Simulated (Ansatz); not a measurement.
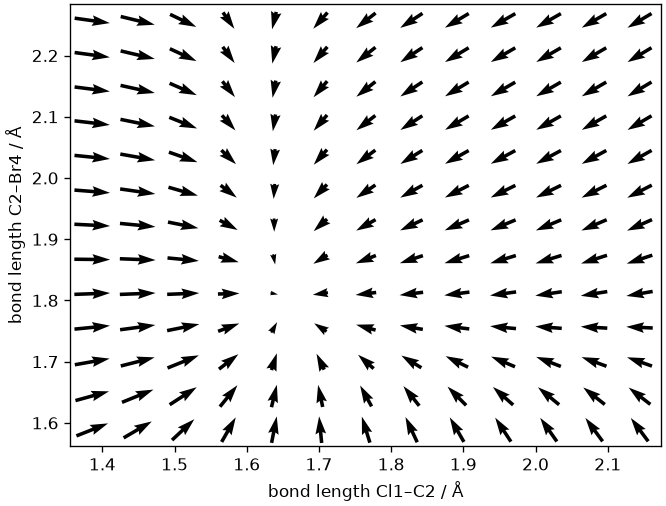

CBrCl2, SMILES Cl[C+](Cl)Br, charge +1. 
- First axis: bond length Cl1–C2. Second axis: bond length C2–Br4.
- Nothing is relaxed (all other coordinates rigid).
- The scan uses a 13 × 13 grid.
- Points are written as (first, second).
- The calculation used RKS PBE0-D4/def2-SVP in Ansatz.

The picture shows arrows along the force (downhill), their lengths compressed.

**The arrows alone are given. Where is the energy lowest?**

The arrows converge at about (1.649 Å, 1.805 Å) (read from the interpolated surface).

The energy map of the same scan:

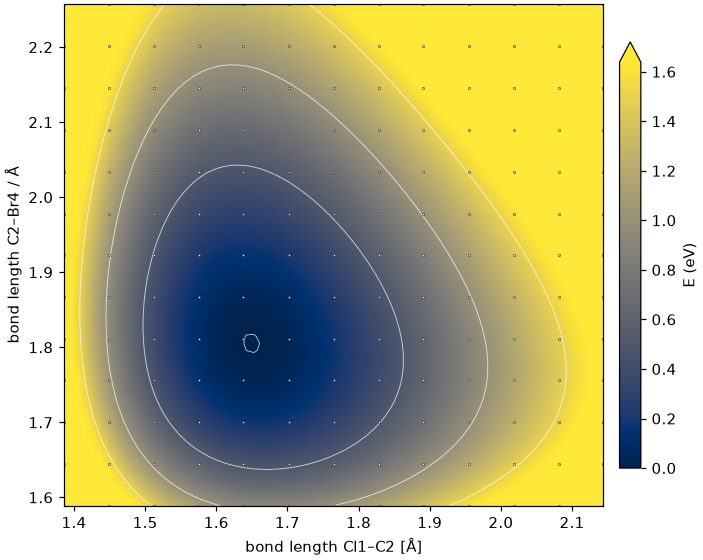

Energies are in eV, from the lowest grid point; between grid points the surface is interpolated.
